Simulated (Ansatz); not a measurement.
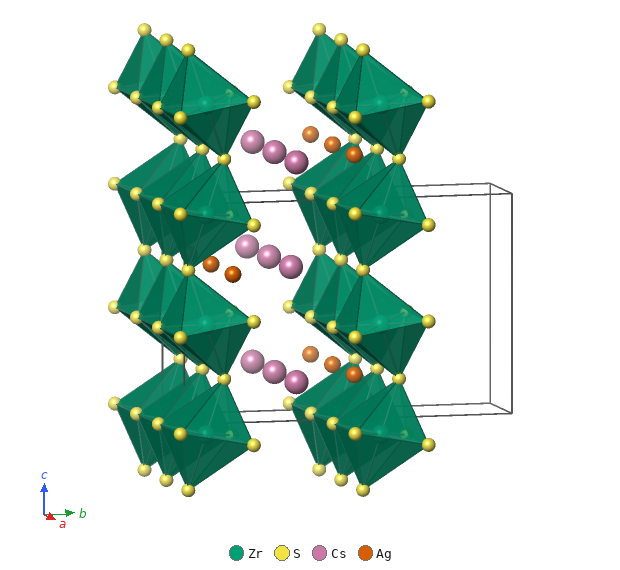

Polyhedra are drawn about Zr (bonds: S–Zr below 3 Å); other atoms are plain spheres.

CsZrAgS3 (space group Cmcm, No. 63): the geometry relaxed with Ansatz 0.2.0, DFT, PAW plane waves, r2scan; the starting structure was generated, so it need not be a known form of this composition.

### What figure surrounds each Zr atom, and what does it share with the other drawn polyhedra?

Zr: ZrS6 octahedron, sharing corners with two neighbours and edges with two neighbours.

### How do these polyhedra hang together as a whole?

They form layers of corner- and edge-sharing octahedra parallel to (010). Their corner atoms also have Ag and Cs as close neighbours (those links are not drawn).
